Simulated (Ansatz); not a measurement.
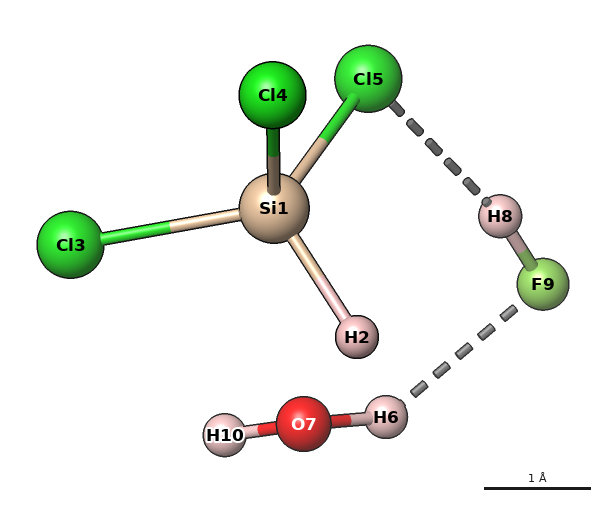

Broken lines mark hydrogen bonds. The computed structure is the end point of a PBE0-D4/def2-TZVP optimisation.

Tabulate the hydrogen bonds (donors O, N, F, S, Cl) with their geometry.

| D–H···A | D–H (Å) | H···A (Å) | angle (°) | kind |
| --- | --- | --- | --- | --- |
| O7–H6···F9 | 0.96 | 2.00 | 141 | intermolecular |
| F9–H8···Cl5 | 0.93 | 2.21 | 171 | intermolecular |
